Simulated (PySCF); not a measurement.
C2H6Cl2Si (SMILES CC([SiH3])(Cl)Cl)

```xyz
11

C    -0.1796   -0.1264    0.4249
Si    1.6027    0.0693   -0.2410
C    -1.2715   -0.0940   -0.6198
Cl   -0.2352   -1.7028    1.2947
Cl   -0.4421    1.2104    1.6024
H     2.5498    0.0116    0.9037
H     1.6982    1.3830   -0.9437
H     1.8669   -1.0391   -1.2054
H    -2.2569   -0.2104   -0.1450
H    -1.1257   -0.9131   -1.3397
H    -1.2480    0.8658   -1.1571
```

Geometry: PBE0-D3(BJ)/def2-SVP.

The calculation used PBE0/pcSseg-2, SCF density, gas phase, non-relativistic in PySCF 2.14.0.

Q: What will maps of the electron density and electron localisation function show?

A: C–C (1.51 Å): the density is about 1.7 e/Å³ at the midpoint; the ELF peaks at about 0.95 between the atoms; a covalent bond.
C–Si (1.91 Å): ρ is about 0.94 e/Å³ halfway; the ELF peaks at about 1 between the atoms, as expected for localised, covalent bonding.
C–H (1.10 Å): ρ is about 2 e/Å³ halfway; the ELF climbs to about 1 towards the hydrogen, as it does in any bond to H (a covalent bond by its length).
Si–H (1.49 Å): ρ is about 0.83 e/Å³ halfway; the ELF climbs to about 1 towards the hydrogen.

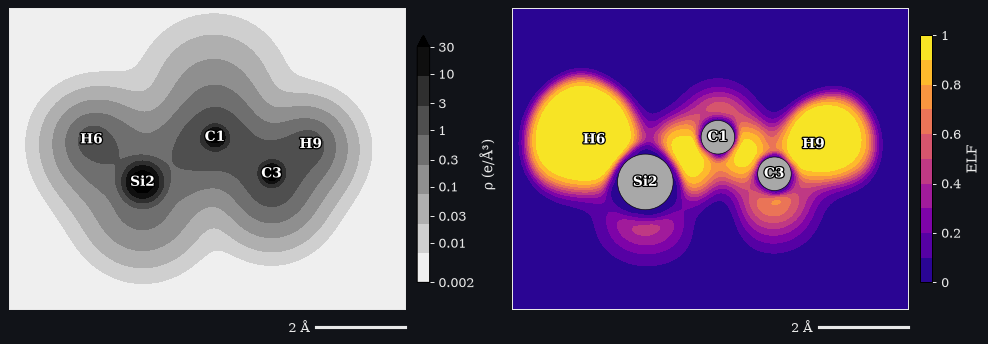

Computed electron density and electron localisation function on the plane of atoms Si2, C1 and C3, in this order. Grey discs cover the atomic cores in the ELF map. 
